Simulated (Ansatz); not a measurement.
# CH$_{11}$PSi$_{3}$ (SMILES C[SiH2]P([SiH3])[SiH3]): what the fields show

Input

```
crystal:
  periodic: [false, false, false]
  atoms:
    - {symbol: C, position_ang: [0.508547, 0.140474, 0.932501]}
    - {symbol: P, position_ang: [-2.597205, 1.009453, -0.127340]}
    - {symbol: Si, position_ang: [-0.343879, 1.272524, -0.308281]}
    - {symbol: Si, position_ang: [-2.882578, 2.109882, 1.834623]}
    - {symbol: Si, position_ang: [-3.221309, 2.691609, -1.514407]}
    - {symbol: H, position_ang: [1.603353, 0.210670, 0.830547]}
    - {symbol: H, position_ang: [0.241811, 0.416473, 1.964600]}
    - {symbol: H, position_ang: [0.209922, -0.906535, 0.768773]}
    - {symbol: H, position_ang: [0.020625, 0.899243, -1.706739]}
    - {symbol: H, position_ang: [0.064086, 2.692972, -0.083501]}
    - {symbol: H, position_ang: [-2.201496, 3.438917, 1.868581]}
    - {symbol: H, position_ang: [-4.342784, 2.308570, 2.060113]}
    - {symbol: H, position_ang: [-2.329366, 1.262341, 2.930198]}
    - {symbol: H, position_ang: [-2.539452, 3.986051, -1.213870]}
    - {symbol: H, position_ang: [-2.894127, 2.286081, -2.911062]}
    - {symbol: H, position_ang: [-4.694356, 2.883684, -1.387103]}
basis:
  gaussian: {orbitals: def2-SVPD}
output: {forces: true, orbitals: {seedname: orbitals}}
magnetization: {spin_polarized: false, initial_magnetization: 0}
hamiltonian: {xc: pbe0}
```

Launched as:

```sh
ansatz run input.yaml --threads 4 --pin off --max-ram 7830MiB --events-out events.jsonl --progress --plain --runs-dir runs
```

Geometry: B3LYP-D3(BJ)/def2-SVP.

Method: isolated molecule in a Gaussian basis; Kohn-Sham density functional theory, functional PBE0 in Ansatz 0.2.0.

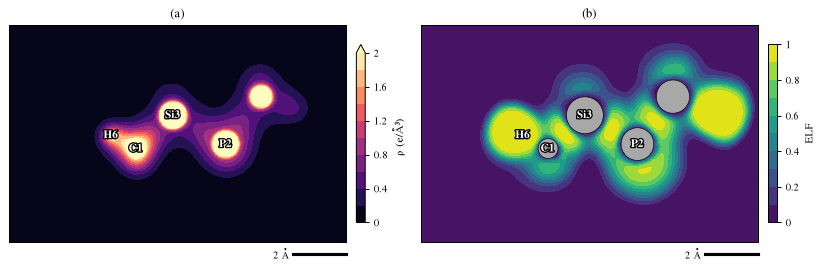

Figure 1. (a) total electron density; (b) ELF on the plane of atoms C1, Si3 and P2. Grey discs cover the atomic cores in the ELF map.

Interpret the plot.

Answer.
- Atoms in the plane: C, P, Si and H.
- C–Si (1.88 Å): ρ at the midpoint is about 0.94 e/Å³; the ELF peaks at about 0.95 between the atoms: localised, covalent bonding.
- Si–P (2.28 Å): the density is about 0.68 e/Å³ at the midpoint, with its minimum of 0.58 e/Å³ about 0.8 Å from Si; the ELF peaks at about 0.95 between the atoms: a shared electron pair.
- C–H (1.10 Å): the density is about 1.9 e/Å³ at the midpoint; the ELF climbs to about 1 towards the hydrogen, as it does in any bond to H; an ordinary covalent bond to hydrogen.
- The ELF also peaks beside P2, away from the bonds: lone-pair regions.

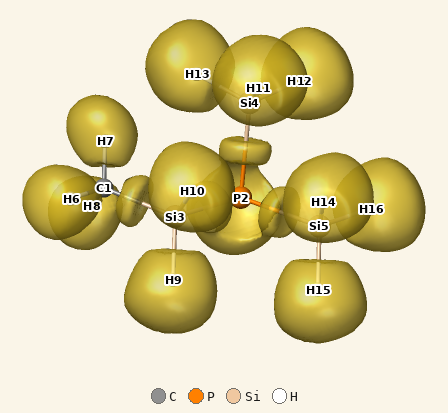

Figure 2. Isosurface of the electron localisation function at 0.8 (yellow), seen at a tilt. Core shells and regions of very low density are left out.

Describe the localisation domains.

Answer. At this value the surface marks out one region between bonded C–Si atoms (shared pairs), eleven regions around hydrogen nuclei and one region on P in which the atom's valence shell and bonds are merged. Along the contacts the grid gives the following. Si–P (2.27 Å): the ELF peaks at about 0.95 between the atoms (localised, covalent bonding).

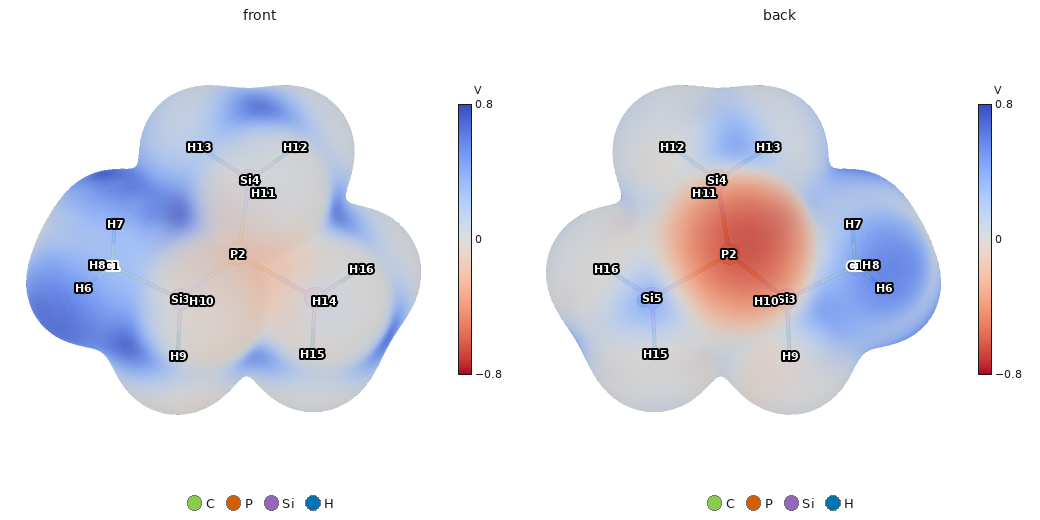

Figure 3. The electrostatic potential painted on the density surface at 0.001 e/bohr³, seen from the front and from behind; the colour scale runs from red (negative) to blue (positive).

Where is the surface potential most negative and most positive?

Answer. The most negative region (about −0.7 V) lies over P2, the most positive (about +0.7 V) over Si3, Si4, H6 and H7.

What dipole moment does the calculation give?

Answer. Its dipole moment is 0.99 D.
